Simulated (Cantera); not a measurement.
Input: 1 mol Al(CH₃)₃, 25 mol H₂O, 20 mol H₂, equilibrated at 16.5 Torr.

Cantera equilibrium calculation (NASA polynomials, part measured and part estimated; ideal gas, pure solids and liquids). Candidate condensed phases: Al, Al₂O₃, C, C₆H₆, C₇H₈, C₈H₁₈, H₂O; 121 gas species. The feed counts by its element totals alone. Equilibrium is a limit: real reactors are often held back by kinetics, nucleation or transport.

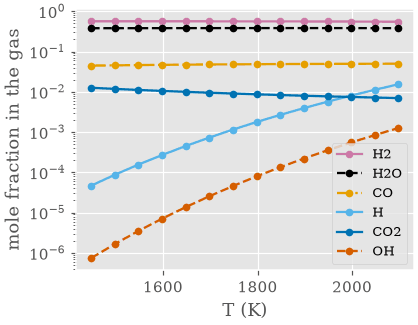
Figure. Equilibrium gas composition (values under 1e-9 drawn at 1e-9)

From 1448 K to 2098 K the condensed part is Al₂O₃(s).
